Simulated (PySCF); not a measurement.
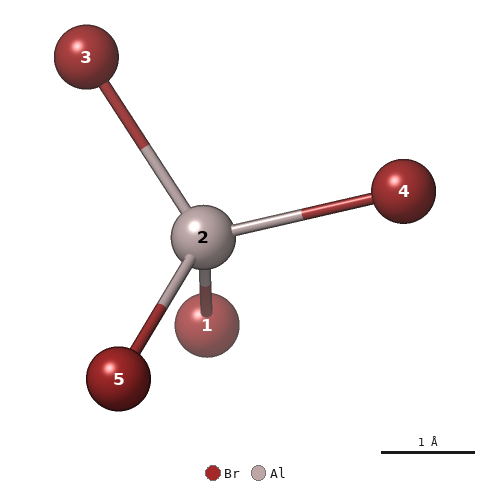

Orthographic view. Distant atoms are faded towards the background colour. State: charge −1, singlet. The geometry was computed by an optimisation with PBE0-D3(BJ)/def2-SVP. No frequency run is at hand to confirm it as a minimum.

Give the geometry as a Z-matrix, atoms in numerical order, with these reference atoms: 2 to 1; 3 to 2, 1; 4 to 2, 1, 3; 5 to 2, 4, 3.

```
Br 
Al   1   2.322
Br   2   2.324   1   109.9
Br   2   2.320   1   109.6   3  -120.2
Br   2   2.323   4   108.9   3  -120.4
```
